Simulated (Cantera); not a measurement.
Charge: 1 mol AlCl3, 2.4 mol N2O, a varied amount of H2, 2.1 mol HCl, held at 1052 °C and 10.0 mbar.

These are equilibrium values from Cantera (NASA tables, ideal gas, pure condensed phases), not measurements of a reactor. Candidate condensed phases: Al, AlCl3, AlN, Al2O3, H2O, NH4Cl; 45 gas species. Kinetics and transport are ignored.

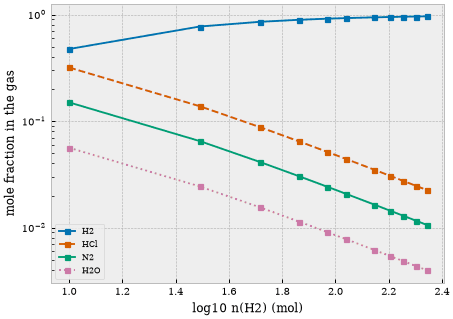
Equilibrium gas composition (values under 1e-9 drawn at 1e-9)

From 10 mol H2 to 220 mol H2 the condensed part is Al2O3(s).
